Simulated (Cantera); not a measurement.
Input: 1 mol BN, a varied amount of HF, 4.8 mol H2, at 1677 °C and 0.133 bar.

Equilibrium computed with Cantera from the NASA thermochemical tables; the gas is ideal and each condensed phase is pure. Candidate condensed phases: B, BN; 31 gas species. The tables' values for BF2 are old estimates; treat these amounts as uncertain. Rates play no part.

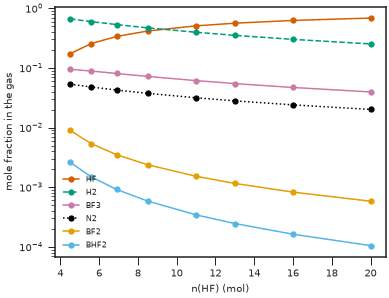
Fig. 1. Equilibrium gas composition (values under 1e-9 drawn at 1e-9)

Read off the mole fractions at 13 mol HF.

HF about 0.56, H2 about 0.35, BF3 about 0.055, N2 about 0.028, BF2 about 0.0012, BHF2 about 0.00025.
